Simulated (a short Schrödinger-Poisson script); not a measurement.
Structure: symmetric double-gate stack, SiO2 on p-type GaAs, at 300 K.

```tsv
layer	material	thickness (nm)	Na (cm⁻³)
1	SiO2	1.1	-
2	GaAs	6	6e16
3	SiO2	1.1	-
```

The device is made up for the run: typed textbook-type constants, with dimensions and the other settings drawn at random. SiO2: permittivity 3.9, conduction-band edge (eV) 3.17, gap (eV) 9, electron mass (mₑ) 0.5. GaAs: permittivity 12.9, conduction-band edge (eV) 0, gap (eV) 1.424, Nv at 300 K (cm⁻³) 9e18.

Channel valleys (confinement mass, in-plane density-of-states mass, number): Γ 0.067, 0.067, 1. At the gates, both at one voltage, the conduction-band edge of layer 1 lies 3.75 eV − eVg above the Fermi level of the channel. Gaps are held at their typed values at every temperature. Mesh 0.03 nm at interfaces.

Solved with a short Schrödinger-Poisson script written for these runs: 1D Poisson equation in equilibrium, electrons quantum, Hartree (BenDaniel-Duke, 12 states a valley, the channel's in-plane mass for all, wave functions free to enter the dielectric), parabolic valleys, classical holes, full ionisation, no traps, pinning or gate leakage.

Only gate voltages with over 1e8 electrons/cm² are shown.

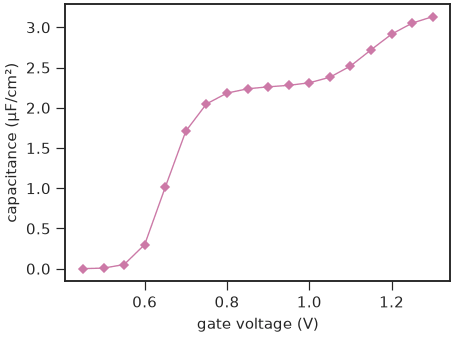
Fig. 1. Quasi-static capacitance against gate voltage

```tsv
Vg (V)	electrons (cm⁻²)	C (μF/cm²)	Γ E0 (meV)	Γ E1 (meV)
0.45	1.78e8	< 0.003	214.8	486.9
0.55	8.39e9	0.0521	115.1	387.1
0.65	2.46e11	1.01	23.4	294.7
0.75	1.27e12	2.05	-40.5	227.7
0.85	2.62e12	2.24	-93.0	171.1
0.95	4.03e12	2.28	-143.8	116.2
1.05	5.48e12	2.38	-193.6	62.2
1.15	7.06e12	2.72	-239.6	12.1
1.25	8.87e12	3.05	-278.9	-31.3
```

Subbands count from the Fermi level. The capacitance is that of both gates.

Above a few 1e12 electrons/cm² a light Γ valley is non-parabolic and upper valleys begin to fill, which the model leaves out.
